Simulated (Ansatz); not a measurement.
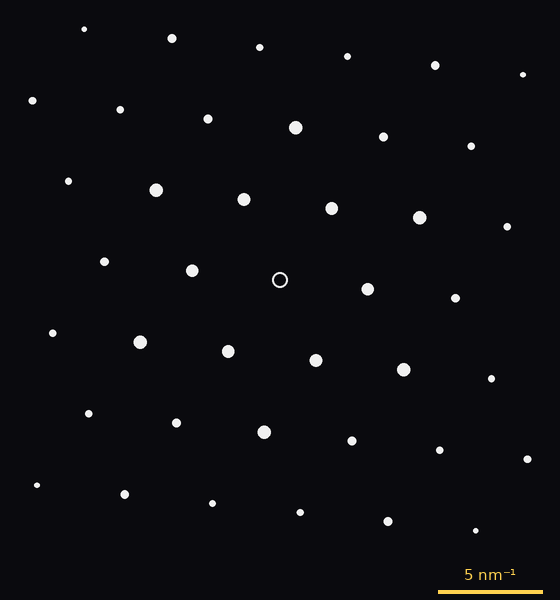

Computed electron diffraction pattern, 200 kV, single scattering only, B = 0.8 Å².

Question: Describe the geometry of this pattern.

Answer: The spots form a hexagonal net with both shortest vectors at d = 2.35 Å, 60.0° apart.

Question: What is the point symmetry of the pattern, intensities included?

Answer: 6mm. Such a pattern arises along the three- or sixfold axis of a trigonal, hexagonal or cubic crystal.

Question: Which crystal and zone produced it?

Answer: This cannot be fixed from one zone alone; the pattern is [001] of Os, space group P6_3/mmc (No. 194), a = 2.71 Å, c = 4.29 Å (hexagonal axes). The net vectors are 1 -1 0 and 1 0 0. Structure: the end point of a relaxation with Ansatz, DFT LDA, scalar-relativistic, plane waves, PAW.
